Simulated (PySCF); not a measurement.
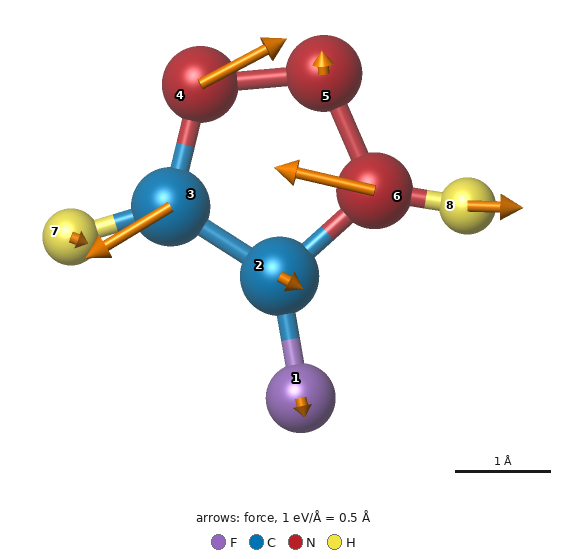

Starting geometry of C2H2FN3 with the computed forces as orange arrows. Style: ball-and-stick. Shown at a tilt.

The start comes from GFN2-xTB. Its atoms were then displaced at random by about 0.01 Å.

These are results of PBE0-D3(BJ)/def2-SVP geometry optimisation, gas phase in PySCF, not measurements. 

**Is this structure relaxed? If not, where do the atoms go?**

It isn't relaxed: the largest force vector, on N6, is 2.18 eV/Å. The final displacements follow the starting forces only in part (cosine between the two patterns 0.76). The atom that moves furthest after the best rigid fit is N4 (0.036 Å). By element the largest moves are N 0.036 Å, C 0.024 Å, H 0.017 Å, F 0.015 Å. Some distances before and after: C3–N4 1.325 → 1.359 Å, N6–H8 0.990 → 1.014 Å, N4–N5 1.306 → 1.288 Å, C2–C3 1.361 → 1.372 Å. Bond angles that change, for instance: N4–C3–H7 120.5° → 123.2°, C2–C3–N4 108.9° → 106.8°. Over 9 geometry steps the energy falls by 8.04 kJ/mol.
